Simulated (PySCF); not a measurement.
Consider C$_{4}$H$_{9}$ClOSi.

```yaml
atoms:
  - { symbol: C, position_ang: [-1.5777, -1.5478, -0.3412] }
  - { symbol: C, position_ang: [-1.3064, -0.2704, -0.1295] }
  - { symbol: C, position_ang: [-2.3401, 0.8028, 0.0269] }
  - { symbol: O, position_ang: [-0.0429, 0.2188, -0.0304] }
  - { symbol: Si, position_ang: [1.4186, -0.4745, -0.1328] }
  - { symbol: C, position_ang: [2.5585, 1.0151, 0.1814] }
  - { symbol: Cl, position_ang: [4.2418, 0.4590, 0.0430] }
  - { symbol: H, position_ang: [-2.5909, -1.8950, -0.4113] }
  - { symbol: H, position_ang: [-0.7937, -2.2743, -0.4505] }
  - { symbol: H, position_ang: [-2.2281, 1.5386, -0.7678] }
  - { symbol: H, position_ang: [-3.3396, 0.3830, -0.0114] }
  - { symbol: H, position_ang: [-2.1972, 1.3150, 0.9768] }
  - { symbol: H, position_ang: [1.6760, -1.0275, -1.4615] }
  - { symbol: H, position_ang: [1.6263, -1.4845, 0.9044] }
  - { symbol: H, position_ang: [2.4354, 1.8150, -0.5443] }
  - { symbol: H, position_ang: [2.4525, 1.4355, 1.1784] }
```

Geometry: GFN2-xTB.

Theory: PBE0/pcSseg-1, SCF density, gas phase, non-relativistic (PySCF 2.14.0).

What can the converged electron density and electron localisation function tell about the bonding?

Answer. C–C (1.32 Å): the density is about 2.3 e/Å³ at the midpoint; the ELF peaks at about 0.95 between the atoms; a multiple bond.
C–O (1.36 Å): ρ is about 2.3 e/Å³ halfway, with its minimum of 1.9 e/Å³ about 0.5 Å from C; the ELF peaks at about 0.90 between the atoms: a shared but strongly polarised pair.
Si–O (1.62 Å): the density is about 1.2 e/Å³ at the midpoint; the ELF peaks at about 0.85 between the atoms: a polar covalent bond.
C–Cl (1.78 Å): the density is about 1.3 e/Å³ at the midpoint; the ELF peaks at about 0.90 between the atoms, as expected for a shared electron pair.

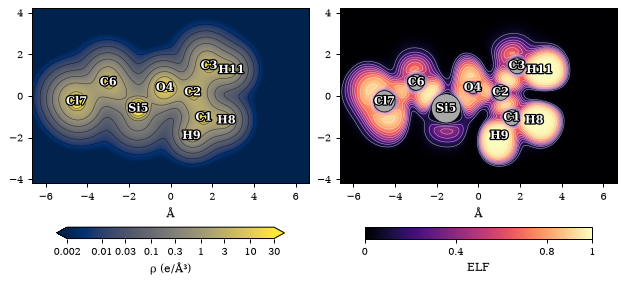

Computed electron density and electron localisation function on the plane of atoms C3, C2 and O4, in this order. Grey discs cover the atomic cores in the ELF map. 
